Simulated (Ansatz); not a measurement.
BrH3Si3

```xyz
7

Br    2.8024   -0.4087   -0.3149
Si   -0.6798   -0.4152   -0.1800
Si    0.9825   -1.6946    1.0952
Si    1.3268   -2.2045   -1.1788
H    -0.6272   -0.4336   -1.7000
H    -2.0223   -0.9741    0.1970
H    -0.5360    1.0294    0.1933
```

Geometry: BLYP-D3(BJ)/def2-SVP.

Method: isolated molecule in a Gaussian basis; Kohn-Sham density functional theory, functional PBE0 in Ansatz.

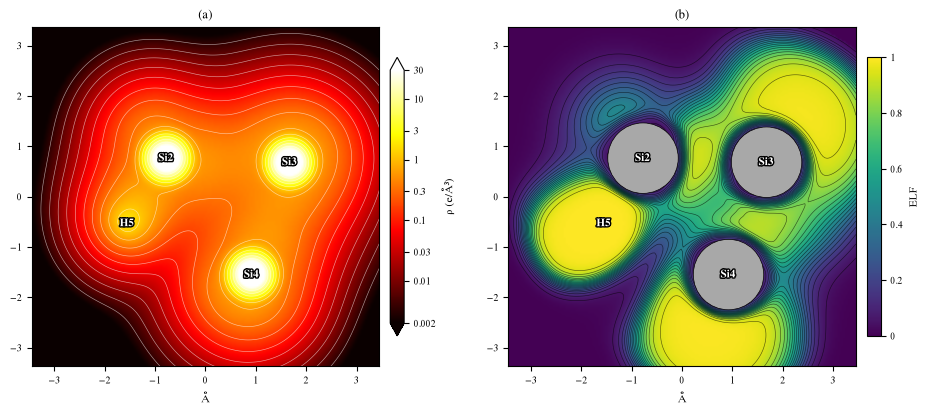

Figure 1. (a) total electron density; (b) ELF on the plane of atoms Si2, Si3 and Si4. Grey discs cover the atomic cores in the ELF map.

Read the bonding off the picture.

Answer. The plane passes through Si and H nuclei.
Si–Si (2.36 Å): the density is about 0.56 e/Å³ at the midpoint; the ELF peaks at about 0.90 between the atoms, as expected for a covalent bond.
Si–H (1.52 Å): the density is about 0.74 e/Å³ at the midpoint; the ELF climbs to about 1 towards the hydrogen, as it does in any bond to H.
Si–Si (2.45 Å): ρ at the midpoint is about 0.49 e/Å³; the ELF peaks at about 0.95 between the atoms: localised, covalent bonding.
The ELF also peaks beside Si4 and Si3, away from the bonds: lone-pair regions.

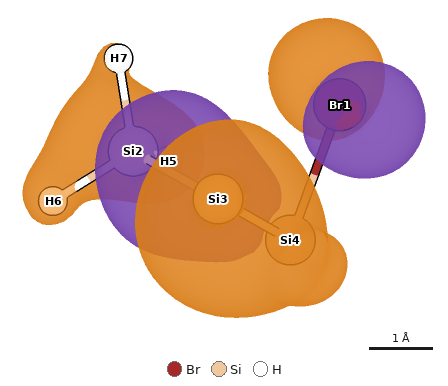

Figure 2. The HOMO−1 at ±0.08 Å⁻³ᐟ² (orange and purple are the two phases), seen at a tilt.

Where does this orbital lie, and at what energy?

Answer. Its weight (Hirshfeld) is mainly on Si3 (about 45 %), Si2 (about 20 %), Br1 (about 15 %) and Si4 (about 10 %). Its energy is −7.10 eV.

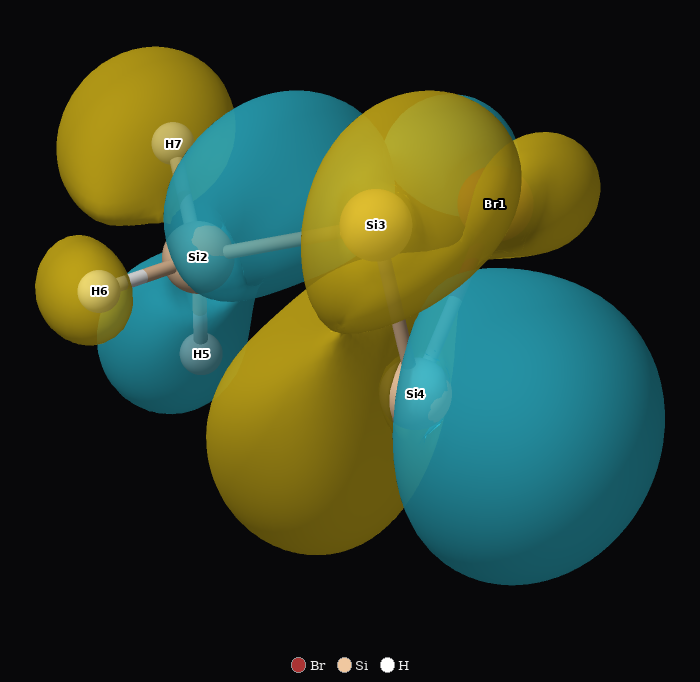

Figure 3. The LUMO at ±0.05 Å⁻³ᐟ² (yellow and cyan are the two phases), seen at a tilt.

Where does this orbital lie, and at what energy?

Answer. It lies mainly on Si4 (about 60 %), Si3 (about 15 %) and Si2 (about 10 %). Its energy is −2.58 eV.
